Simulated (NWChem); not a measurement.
# One shape, several levels: C3H3N (E-propargylimine)

We compute a comparison of 6 runs (HF/3-21G, B3LYP/6-31G*, M06-2X/def2-SVPD, SVWN5/def2-SVPD, r2SCAN/def2-SVPD, CCSD(T)/def2-SVPD) of C3H3N (E-propargylimine). 

The results are computed with NWChem 7.3.0.

2 further runs of the same task are left out: 2 set aside as unsound or not needed. Runs told in other sessions of the task aren't counted.

## 1. The molecule

C3H3N has 7 atoms, charge 0, and is taken as a singlet. SMILES: `[H]/N=C/C#C`. The shape is that of a PBE0-D4/def2-TZVP optimisation.

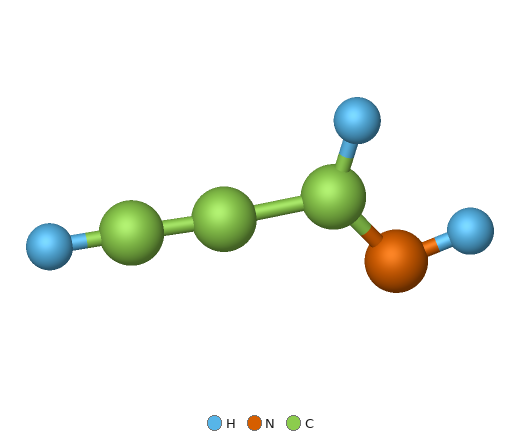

The structure, seen from a chosen angle (hydrogen blue, nitrogen orange, carbon green).

## 2. Energy and forces at HF/3-21G (run 1)

Contents of test.xyz:

```xyz
7
C3H3N gradient
H      0.841710    -2.014980     1.203370
N      0.102900    -1.529480     0.695820
C      0.496610    -0.371020     0.360310
C     -0.343680     0.528040    -0.365300
C     -0.996310     1.332180    -0.974190
H      1.491240     0.025700     0.594490
H     -1.592480     2.029580    -1.514510
```

Contents of run.py:

```python
from ase.io import read
from ase.calculators.nwchem import NWChem

mol = read('test.xyz')

calc = NWChem(
    label='test',
    theory='scf',
    memory='2200 mb',
    basis='3-21G',
    basispar='spherical bse',
    scf={'nopen': '0', 'rhf': None, 'thresh': '1e-08', 'maxiter': '80'},
)
mol.calc = calc

forces = mol.get_forces()
print(f"energy = {mol.get_potential_energy():.6f} eV")
print("forces (eV/A):")
for s, f in zip(mol.symbols, forces):
    print(f"{s:2s} {f[0]:10.5f} {f[1]:10.5f} {f[2]:10.5f}")
print("dipole (e A):", mol.get_dipole_moment().round(4))
```

Run with:

```bash
$ export ASE_NWCHEM_COMMAND="nwchem PREFIX.nwi > PREFIX.nwo"
$ python run.py
```

Log:

```text
energy = -4591.830383 eV
forces (eV/A):
H    -0.34494   -0.23608   -0.03908
N     0.79113    0.57721    0.07436
C     0.18167   -0.32190    0.21150
C    -0.82157    1.33728   -0.90565
C     0.43971   -0.76645    0.50640
H    -0.59069   -0.22394   -0.14403
H     0.34463   -0.36607    0.29655
dipole (e A): [0.3841 0.2443 0.0515]
```

The calculator wrote test.nwi:

```
title "test"

permanent_dir test

scratch_dir test

start test

geometry units angstrom nocenter noautosym noautoz
  H  8.4170999999999996e-01 -2.0149800000000000e+00 1.2033700000000001e+00
  N  1.0290000000000001e-01 -1.5294800000000000e+00 6.9581999999999999e-01
  C  4.9661000000000000e-01 -3.7102000000000002e-01 3.6031000000000002e-01
  C  -3.4367999999999999e-01 5.2803999999999995e-01 -3.6530000000000001e-01
  C  -9.9631000000000003e-01 1.3321799999999999e+00 -9.7419000000000000e-01
  H  1.4912399999999999e+00 2.5700000000000001e-02 5.9448999999999996e-01
  H  -1.5924799999999999e+00 2.0295800000000002e+00 -1.5145100000000000e+00
end

memory 2200 mb

basis spherical bse noprint
   * library 3-21G
end

scf
  nopen 0
  rhf
  thresh 1e-08
  maxiter 80
end

task scf gradient
```

test.nwo, cut to the lines that bear on the results:

```text
[...]
      One-electron energy =   -406.106072752275
[... 1 line left out ...]
 Nuclear repulsion energy =     90.453686647120
[... 32 lines left out ...]
                       ROHF Final Molecular Orbital Analysis
[... 193 lines left out ...]
                              NWChem Gradients Module
[...]
  wavefunction    =   RHF
                         RHF ENERGY GRADIENTS
    atom               coordinates                        gradient
                 x          y          z           x          y          z
   1 H       1.590601  -3.807760   2.274040    0.006708   0.004591   0.000760
   2 N       0.194453  -2.890298   1.314909   -0.015385  -0.011225  -0.001446
   3 C       0.938457  -0.701126   0.680887   -0.003533   0.006260  -0.004113
   4 C      -0.649461   0.997851  -0.690317    0.015977  -0.026006   0.017612
   5 C      -1.882753   2.517455  -1.840952   -0.008551   0.014905  -0.009848
   6 H       2.818035   0.048566   1.123423    0.011487   0.004355   0.002801
   7 H      -3.009351   3.835350  -2.862009   -0.006702   0.007119  -0.005767
[...]
```

Wall time 2.6 s (1 thread of Intel Xeon Platinum 8223CL at 3.00GHz (Skylake/Cascade Lake), shared host); peak memory 0.1 GiB.

## 3. Energy and gradient at B3LYP/6-31G(d) (spherical functions) (run 2)

Contents of test.nw:

```
START test
memory total 2200 mb
charge 0

GEOMETRY units angstroms noautosym nocenter noautoz
 H     0.841710   -2.014980    1.203370
 N     0.102900   -1.529480    0.695820
 C     0.496610   -0.371020    0.360310
 C    -0.343680    0.528040   -0.365300
 C    -0.996310    1.332180   -0.974190
 H     1.491240    0.025700    0.594490
 H    -1.592480    2.029580   -1.514510
END

BASIS spherical bse
 H library 6-31G*
 N library 6-31G*
 C library 6-31G*
END

DFT
 xc b3lyp
 mult 1
 grid xfine
 convergence energy 1e-08
 iterations 100
 mulliken
 noprint "final vectors analysis"
END

TASK dft gradient
```

Run with:

```bash
$ nwchem test.nw > test.out
```

Log:

```text
[...]
          Wavefunction type:  closed shell.
          No. of atoms     :     7
          No. of electrons :    28
[...]
          Charge           :     0
          Spin multiplicity:     1
[...]
          AO basis - number of functions:    62
[...]
              XC Information
              --------------
                         B3LYP Method XC Potential
                     Hartree-Fock (Exact) Exchange  0.200
                        Slater Exchange Functional  0.800 local
                    Becke 1988 Exchange Functional  0.720 non-local
              Lee-Yang-Parr Correlation Functional  0.810
                  VWN I RPA Correlation Functional  0.190 local
[...]
 d= 0,ls=0.0,diis     1   -170.6928492958 -2.61D+02  3.25D-02  5.73D-01     2.3
[...]
 d= 0,ls=0.0,diis    11   -170.7666445505 -4.37D-09  7.06D-07  1.45D-09    20.7
         Total DFT energy =     -170.766644550523
      One electron energy =     -408.228664965543
           Coulomb energy =      171.246341578977
    Exchange-Corr. energy =      -24.238007811077
 Nuclear repulsion energy =       90.453686647120
[...]
      Total Density - Mulliken Population Analysis
     ---------------------------------------------
    Atom       Charge   Shell Charges
 -----------   ------   -------------------------------------------------------
    1 H    1     0.70   0.52  0.18
    2 N    7     7.46   2.00  0.82  2.39  0.92  1.30  0.04
    3 C    6     6.10   2.00  0.70  2.05  0.45  0.85  0.06
    4 C    6     5.64   2.00  0.69  2.04  0.46  0.43  0.03
    5 C    6     6.45   2.00  0.69  2.00  0.70  1.04  0.02
    6 H    1     0.85   0.53  0.32
    7 H    1     0.80   0.51  0.29
[...]
  wavefunction    = closed shell
                         DFT ENERGY GRADIENTS
    atom               coordinates                        gradient
                 x          y          z           x          y          z
   1 H       1.590601  -3.807760   2.274040   -0.003151   0.001956  -0.002116
   2 N       0.194453  -2.890298   1.314909    0.007869   0.012253  -0.002045
   3 C       0.938457  -0.701126   0.680887   -0.005497  -0.009444   0.001806
   4 C      -0.649461   0.997851  -0.690317   -0.006551   0.007630  -0.005921
   5 C      -1.882753   2.517455  -1.840952    0.008360  -0.010569   0.007913
   6 H       2.818035   0.048566   1.123423   -0.001931  -0.001044  -0.000338
   7 H      -3.009351   3.835350  -2.862009    0.000903  -0.000783   0.000701
[...]
```

It took 25 s on 1 thread of Intel Xeon Platinum 8223CL at 3.00GHz (Skylake/Cascade Lake), shared host; peak memory 0.13 GiB.

Runs 3 to 5 aren't shown in full; the table further down has their settings and results.

## 4. The energy at CCSD(T)/def2-SVPD (run 6)

Contents of mol.nw:

```
start mol
title "C3H3N energy"
memory 2200 mb
charge 0
geometry units angstroms noautosym nocenter noautoz
  H        0.841710      -2.014980       1.203370
  N        0.102900      -1.529480       0.695820
  C        0.496610      -0.371020       0.360310
  C       -0.343680       0.528040      -0.365300
  C       -0.996310       1.332180      -0.974190
  H        1.491240       0.025700       0.594490
  H       -1.592480       2.029580      -1.514510
end
basis spherical bse
  * library def2-SVPD
end
scf
  thresh 1e-08
  maxiter 80
  print low
end
ccsd
  freeze core 4
  maxiter 60
end
task ccsd(t) energy
```

Run with:

```bash
$ nwchem mol.nw > mol.out
```

Log:

```text
[...]
  functions       =   104
[...]
  wavefunction    = RHF
[...]
         Total SCF energy =   -169.582945589401
      One-electron energy =   -407.215954456968
      Two-electron energy =    147.179322220447
 Nuclear repulsion energy =     90.453686647120
        Time for solution =     24.6s
[...]
 Total MP2 energy:           -170.147190270056797
[...]
             energy      energy      error      ampl     ampl      Block
                                                time     time      time
[...]
 Total CCSD energy:           -170.171304184465214
[...]
 Total CCSD+T(CCSD) energy:           -170.199052734849886
[...]
 Total CCSD(T) energy:                -170.198044877961138
[...]
```

Run time: 4.1 min. Hardware: 1 thread of Intel Xeon Platinum 8223CL at 3.00GHz (Skylake/Cascade Lake), shared host; peak memory 0.32 GiB.

## 5. Overview of the runs

```tsv
run	level	iteration cap	module	energy (Eh)	dipole moment (D)	HOMO energy (eV)	LUMO energy (eV)	wall time
1	HF/3-21G	80	scf	-168.746655	2.20	-10.42	3.12	2.6 s
2	B3LYP/6-31G* (spherical functions)	100	dft	-170.766645	1.90	–	–	25 s
3	M06-2X/def2-SVPD	100	dft	-170.577522	1.97	-9.38	-0.57	34 s
4	SVWN5/def2-SVPD	100	dft	-169.137982	1.95	-6.62	-2.80	22 s
5	r2SCAN/def2-SVPD	100	dft	-170.547763	1.94	-6.91	-2.40	34 s
6	CCSD(T)/def2-SVPD	80	ccsd(t)	-170.198045	–	–	–	4.1 min
```

## 6. Results

| quantity | value |
| --- | --- |
| run 6: total energy | -170.19804 Eh |
| run 6: correlation energy (4 core orbitals frozen) | -615.1 mEh |
| run 6: (T) correction | -26.74 mEh |

What this shows: Over runs 1, 2, 3, 4, 5 the dipole moment (its size) runs from 1.90 D (B3LYP/6-31G*) to 2.20 D (HF/3-21G). The two ends differ in method and basis. Over runs 1, 3, 4, 5 the HOMO–LUMO gap runs from 3.82 eV (SVWN5/def2-SVPD) to 13.55 eV (HF/3-21G). Totals of different functionals can't be ranked against each other. All runs together took 6.1 min, the longest 4.1 min.
